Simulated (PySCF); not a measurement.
# GeHBr (SMILES [GeH][Br]): CCSD(T)/STO-6G

Aim: the energy change on altering one bond length of GeHBr at CCSD(T)/STO-6G, from 2 runs. Input form: a Python script.

The results are computed with PySCF 2.14.0.

6 further runs of the same task are left out: 6 set aside as unsound or not needed.

### 1 The structure to begin with

GeHBr has 3 atoms, charge 0, and is taken as a singlet. SMILES: `[GeH][Br]`. Geometry: relaxed at PBE0-D4/def2-TZVP.

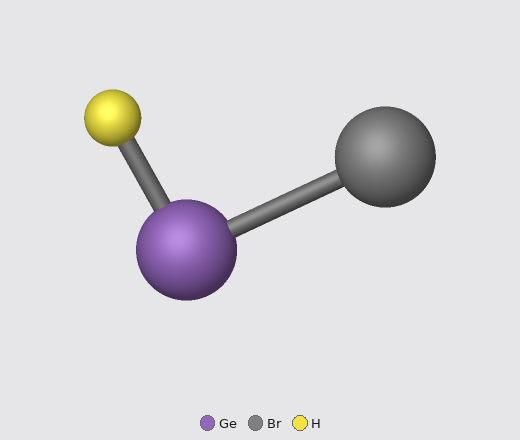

The structure, seen from a chosen angle (germanium purple, bromine grey, hydrogen yellow).

### 2 A single-point energy at CCSD(T)/STO-6G

geometry.xyz

```xyz
3
BrGeH
Ge     0.359400    -0.859900     0.094000
Br     0.673600     1.417200     0.525900
H     -1.044000    -0.622200    -0.633200
```

run.py

```python
from pyscf import gto, cc

mol = gto.M(
    atom='geometry.xyz',
    basis='sto-6g',
    max_memory=1860,
    charge=0,
    verbose=4,
)

myscf = mol.RHF()
myscf.conv_tol = 1e-10
myscf.kernel()
if not myscf.converged:
    myscf = myscf.newton().run(myscf.mo_coeff, myscf.mo_occ)

mycc = cc.CCSD(myscf, frozen=18)
mycc.kernel()
e_t = mycc.ccsd_t()
energy = mycc.e_tot + e_t
print('E(%s) = %.9f' % ('CCSD(T)', energy))
```

Run with:

```console
$ OMP_NUM_THREADS=1 python run.py
```

Log:

```text
PySCF version 2.14.0

[INPUT] num. atoms = 3
[INPUT] num. electrons = 68
[INPUT] charge = 0
[INPUT] spin (= nelec alpha-beta = 2S) = 0
[INPUT] symmetry False subgroup None
[INPUT] Mole.unit = angstrom
[INPUT] Symbol           X                Y                Z      unit          X                Y                Z       unit  Magmom
[INPUT]  1 Ge     0.359400000000  -0.859900000000   0.094000000000 AA    0.679167569169  -1.624975494513   0.177634255709 Bohr   0.0
[INPUT]  2 Br     0.673600000000   1.417200000000   0.525900000000 AA    1.272919517507   2.678119863734   0.993806968909 Bohr   0.0
[INPUT]  3 H     -1.044000000000  -0.622200000000  -0.633200000000 AA   -1.972874074046  -1.175787594704  -1.196574582075 Bohr   0.0

nuclear repulsion = 270.365367795321
number of shells = 17
number of NR pGTOs = 222
number of NR cGTOs = 37
basis = sto-6g
ecp = {}

******** <class 'pyscf.scf.hf.RHF'> ********
method = RHF
initial guess = minao
damping factor = 0
level_shift factor = 0
DIIS = <class 'pyscf.scf.diis.CDIIS'>
diis_start_cycle = 1
diis_space = 8
diis_damp = 0
SCF conv_tol = 1e-10
SCF conv_tol_grad = None
SCF max_cycles = 50
direct_scf = True
direct_scf_tol = 1e-13
Set gradient conv threshold to 1e-05
Initial guess from minao.
init E= -4618.86992930849
  HOMO = -0.519969784513873  LUMO = -0.340733417085459  gap/eV = 4.87727
cycle= 1 E= -4624.43979552038  delta_E= -5.57  |g|= 0.308  |ddm|= 1.98
  HOMO = -0.221146106523632  LUMO = 0.125174980590088  gap/eV = 9.42388
cycle= 2 E= -4624.47971063663  delta_E= -0.0399  |g|= 0.0423  |ddm|= 0.673
  HOMO = -0.242249831671603  LUMO = 0.143338261535495  gap/eV = 10.49239
cycle= 3 E= -4624.48101043069  delta_E= -0.0013  |g|= 0.0123  |ddm|= 0.113
  HOMO = -0.244973596495621  LUMO = 0.139100423440824  gap/eV = 10.45119
cycle= 4 E= -4624.48117003501  delta_E= -0.00016  |g|= 0.00376  |ddm|= 0.045
  HOMO = -0.244658081579048  LUMO = 0.140441414566407  gap/eV = 10.47909
cycle= 5 E= -4624.48118954143  delta_E= -1.95e-05  |g|= 0.000762  |ddm|= 0.0181
  HOMO = -0.244674177405141  LUMO = 0.140398767453576  gap/eV = 10.47837
cycle= 6 E= -4624.48119043864  delta_E= -8.97e-07  |g|= 0.000154  |ddm|= 0.00382
  HOMO = -0.244666296946089  LUMO = 0.140412978853165  gap/eV = 10.47854
cycle= 7 E= -4624.48119047501  delta_E= -3.64e-08  |g|= 3.69e-05  |ddm|= 0.000757
  HOMO = -0.244665585214786  LUMO = 0.140412840810016  gap/eV = 10.47852
cycle= 8 E= -4624.48119047682  delta_E= -1.81e-09  |g|= 1.26e-05  |ddm|= 0.000139
  HOMO = -0.244665535656661  LUMO = 0.140413316979451  gap/eV = 10.47853
cycle= 9 E= -4624.48119047706  delta_E= -2.35e-10  |g|= 2.44e-06  |ddm|= 5.25e-05
  HOMO = -0.244665723551672  LUMO = 0.140413076865532  gap/eV = 10.47853
cycle= 10 E= -4624.48119047706  delta_E=    0  |g|= 5.61e-07  |ddm|= 1.05e-05
  HOMO = -0.244665701515873  LUMO = 0.140413087626852  gap/eV = 10.47853
Extra cycle  E= -4624.48119047707  delta_E= -1.27e-11  |g|= 2.71e-07  |ddm|= 1.36e-06
converged SCF energy = -4624.48119047707

******** <class 'pyscf.cc.ccsd.CCSD'> ********
CC2 = 0
CCSD nocc = 16, nmo = 19
frozen orbitals 18
max_cycle = 50
direct = 0
conv_tol = 1e-07
conv_tol_normt = 1e-05
diis_space = 6
diis_start_cycle = 0
diis_start_energy_diff = 1e+09
Init t2, MP2 energy = -4624.51648717484  E_corr(MP2) -0.0352966977654011
Init E_corr(CCSD) = -0.035296697765449
cycle = 1  E_corr(CCSD) = -0.0445649631230723  dE = -0.00926826536  norm(t1,t2) = 0.0521669
cycle = 2  E_corr(CCSD) = -0.0488098633157118  dE = -0.00424490019  norm(t1,t2) = 0.0225882
cycle = 3  E_corr(CCSD) = -0.0514348666131033  dE = -0.0026250033  norm(t1,t2) = 0.011478
cycle = 4  E_corr(CCSD) = -0.051844678513861  dE = -0.000409811901  norm(t1,t2) = 0.00319764
cycle = 5  E_corr(CCSD) = -0.0517294590768833  dE = 0.000115219437  norm(t1,t2) = 0.00124131
cycle = 6  E_corr(CCSD) = -0.0517345068783531  dE = -5.04780147e-06  norm(t1,t2) = 0.000240936
cycle = 7  E_corr(CCSD) = -0.0517305573179989  dE = 3.94956035e-06  norm(t1,t2) = 7.19614e-05
cycle = 8  E_corr(CCSD) = -0.0517298165720299  dE = 7.40745969e-07  norm(t1,t2) = 2.35713e-05
cycle = 9  E_corr(CCSD) = -0.051729240197395  dE = 5.76374635e-07  norm(t1,t2) = 1.02601e-05
cycle = 10  E_corr(CCSD) = -0.0517295080057151  dE = -2.6780832e-07  norm(t1,t2) = 3.56711e-06
cycle = 11  E_corr(CCSD) = -0.0517295852566942  dE = -7.72509792e-08  norm(t1,t2) = 1.30228e-06
CCSD converged
E(CCSD) = -4624.532920062327  E_corr = -0.05172958525669424
CCSD(T) correction = -0.00124226003013188
E(CCSD(T)) = -4624.534162322
```

It took 2 s on 1 thread of Intel Xeon Platinum 8488C (Sapphire Rapids), shared host; peak memory 0.12 GiB.

### 3 The distorted shape at the same level

calc.py

```python
from pyscf import gto, scf, cc

molecule = gto.Mole()
molecule.atom = [
    ('Ge', (0.202306, -1.998404, -0.121941)),
    ('Br', (0.673600, 1.417200, 0.525900)),
    ('H', (-1.201094, -1.760704, -0.849141)),
]
molecule.spin = 0
molecule.verbose = 3
molecule.basis = 'sto-6g'
molecule.max_memory = 1860
molecule.build()

calc0 = scf.RHF(molecule)
calc0.conv_tol = 1e-10
calc0.kernel()
if not calc0.converged:
    calc0 = calc0.newton().run(calc0.mo_coeff, calc0.mo_occ)

mycc = cc.CCSD(calc0, frozen=18)
mycc.kernel()
e_t = mycc.ccsd_t()
energy = mycc.e_tot + e_t
print(f'total energy: {energy:.8f} hartree')
```

Run with:

```console
$ OMP_NUM_THREADS=1 python calc.py
```

Log:

```text
converged SCF energy = -4624.31263018055
E(CCSD) = -4624.402681107127  E_corr = -0.09005092657928955
CCSD(T) correction = -0.0013306009283514
total energy: -4624.40401171 hartree
```

Run time: 1.7 s. Hardware: 1 thread of Intel Xeon Platinum 8488C (Sapphire Rapids), shared host; peak memory 0.1 GiB.

### 4 Results

At CCSD(T)/STO-6G, 18 core orbitals frozen:

| quantity | value |
| --- | --- |
| first shape: total energy | -4624.53416 Eh |
| first shape: dipole moment (Hartree–Fock density) | 2.22 D |
| first shape: HOMO energy (Hartree–Fock orbitals) | -6.66 eV |
| first shape: LUMO energy (Hartree–Fock orbitals) | 3.82 eV |
| first shape: HOMO–LUMO gap (Hartree–Fock orbitals) | 10.48 eV |
| first shape: correlation energy (18 core orbitals frozen) | -53.0 mEh |
| first shape: (T) correction | -1.24 mEh |
| first shape: T1 diagnostic | 0.009 |
| distorted shape: total energy | -4624.40401 Eh |
| distorted shape: dipole moment (Hartree–Fock density) | 7.99 D |
| distorted shape: HOMO energy (Hartree–Fock orbitals) | -4.74 eV |
| distorted shape: LUMO energy (Hartree–Fock orbitals) | 2.19 eV |
| distorted shape: HOMO–LUMO gap (Hartree–Fock orbitals) | 6.92 eV |
| distorted shape: correlation energy (18 core orbitals frozen) | -91.4 mEh |
| distorted shape: (T) correction | -1.33 mEh |
| distorted shape: T1 diagnostic | 0.041 |
| energy change with the Ge1–Br2 bond stretched from 2.339 to 3.508 Å | 3.542 eV |

In words: One bond (distorted shape) is far stretched, which a spin-restricted single reference describes badly; perturbation theory on it can break down and give far too much correlation. With the Ge1–Br2 bond stretched from 2.339 to 3.508 Å the energy rises by 3.54 eV (342 kJ/mol). The first shape isn't relaxed at this level, so the change isn't measured from a minimum. A restricted reference can't describe the breaking bond well at this length. The minimal basis adds a large error of its own. Mulliken charges (first shape) of the mean-field density run from -0.28 on Br2 to +0.46 on Ge1; they depend strongly on the basis. The triples (first shape) make up 2.3 % of the correlation energy. The T1 diagnostic (distorted shape) of 0.041 is above the customary mark for such species, so a single reference may not serve. Mulliken charges (distorted shape) of the mean-field density run from -0.50 on Br2 to +0.64 on Ge1; they depend strongly on the basis.
